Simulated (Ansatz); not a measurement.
## Response to strain in Ge

Start from Ge in the diamond structure (space group Fd-3m, No. 227; a = 5.622 Å).

Strains are applied to the cell and any free atomic positions relax.

All numbers come from LDA in Ansatz (plane waves to 420 eV, PAW, spin-orbit coupling left out).

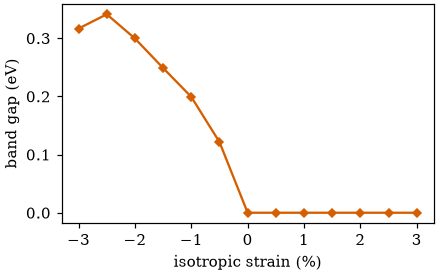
Fig. 1. Band gap against isotropic strain

Q: From the plot, what is the band gap for isotropic strain −2.00 %?

A: About 0.30 eV.

Q: Is the trend monotonic over the range shown?

A: No, it turns within the range, spanning zero to 0.34 eV.

Stability against distortions was not tested. The zero or small gap of Ge can change with the level of theory.

Ansatz is a quantum-chemistry and plane-wave program.
